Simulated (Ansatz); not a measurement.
System: Si4C.

Input file:

```
crystal:
  lattice:
    - [3.1947818339, 0.0, 0.0]
    - [-1.597390917, 2.7667622277, 0.0]
    - [0.0, 0.0, 16.113324682]
  atoms:
    - { symbol: Si, position: [0.3333333333, 0.6666666667, 0.0] }
    - { symbol: Si, position: [0.3333333333, 0.6666666667, 0.1462637493] }
    - { symbol: Si, position: [0.3333333333, 0.6666666667, 0.3949997056] }
    - { symbol: Si, position: [0.3333333333, 0.6666666667, 0.6050002944] }
    - { symbol: Si, position: [0.3333333333, 0.6666666667, 0.8537362507] }
    - { symbol: Si, position: [0.6666666667, 0.3333333333, 0.3019061171] }
    - { symbol: Si, position: [0.6666666667, 0.3333333333, 0.5] }
    - { symbol: Si, position: [0.6666666667, 0.3333333333, 0.6980938829] }
    - { symbol: C, position: [0.6666666667, 0.3333333333, 0.1831924542] }
    - { symbol: C, position: [0.6666666667, 0.3333333333, 0.8168075458] }
basis:
  ecutwfc: 420
kpoints:
  mp_grid: { grid: [12, 12, 4] }
  band_path:
    path:
      - [[0.0, 0.0, 0.0], [0.5, 0.0, 0.0], [0.33333333, 0.33333333, 0.0], [0.0, 0.0, 0.0], [0.0, 0.0, 0.5], [0.5, 0.0, 0.5], [0.33333333, 0.33333333, 0.5], [0.0, 0.0, 0.5]]
      - [[0.5, 0.0, 0.5], [0.5, 0.0, 0.0]]
      - [[0.33333333, 0.33333333, 0.5], [0.33333333, 0.33333333, 0.0]]
    npoints: 14
hamiltonian:
  xc: pbe
scf:
  occupations: { method: gaussian, width: 0.1 }
  n_extra_bands: 25
output:
  forces: true
  stress: true
  eigenvalues: true
  populations: true
  dos: { projected: true, de: 0.02, nscf_kmesh: { grid: [15, 15, 5] } }
  bader: true
  write_density: true
  write_potential: true
  elf: true
  volumetric_format: npy
```

Run with:

```sh
ansatz run input.yaml --threads 1 --pin off --max-ram 2560MiB --backend cpu --events-out ev --progress --plain --runs-dir out
```

Below, planes, directions and counts refer to the conventional cell (a = 3.19 Å, b = 3.19 Å, c = 16.11 Å, α = 90.00°, β = 90.00°, γ = 120.00°).

Space group P-6m2; a structure generated by program, which may or may not match a known phase.

These are results of DFT PBE, scalar-relativistic, plane waves, PAW in Ansatz 0.2.0, not measurements.

> What can the converged valence pseudo-density and electron localisation function tell about the bonding?

Si–C (1.91 Å): the density is about 0.82 e/Å³ at the midpoint; the ELF peaks at about 0.90 between the atoms.
Bader's partition of the density gives Si −0.28 to +2.11 and C −2.61 e.

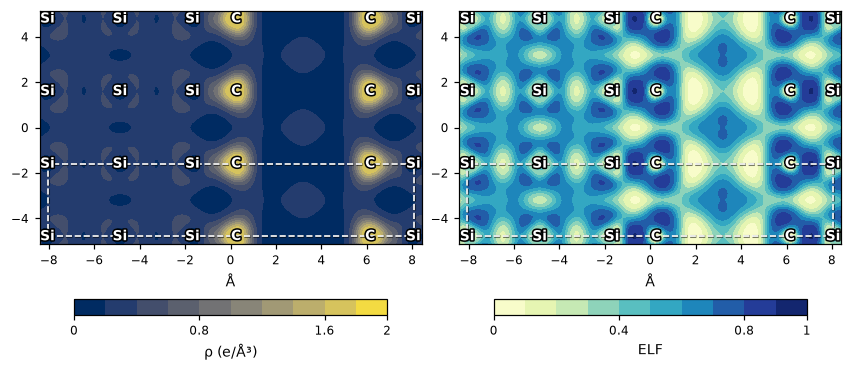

Computed valence pseudo-density and electron localisation function on the (11̄0) plane of the conventional cell, in this order. Atoms just off the plane (Si, 0.9 Å away) can leave unmarked features too.
